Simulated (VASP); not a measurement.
Band structure of SnO (space group P4/nmm). Level of theory: PBE GGA, VASP's PBE PAW potentials (set 64) (plane waves; VASP).

Unless said otherwise, spin-orbit coupling is left out, though it shifts the bands of the heavy elements here.

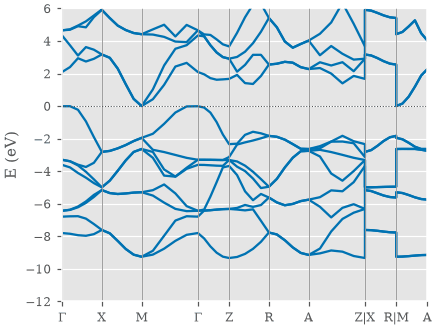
Fig. 1. Bands along high-symmetry lines, zero at the valence-band maximum or, without a gap, the Fermi level

Task: Read the plot: is there a gap, and where are the band edges?

Result: It has no gap at this level: it comes out as a metal or semimetal.

The structure is a typed SnO crystal (P4/nmm). The cell was not relaxed at this level.
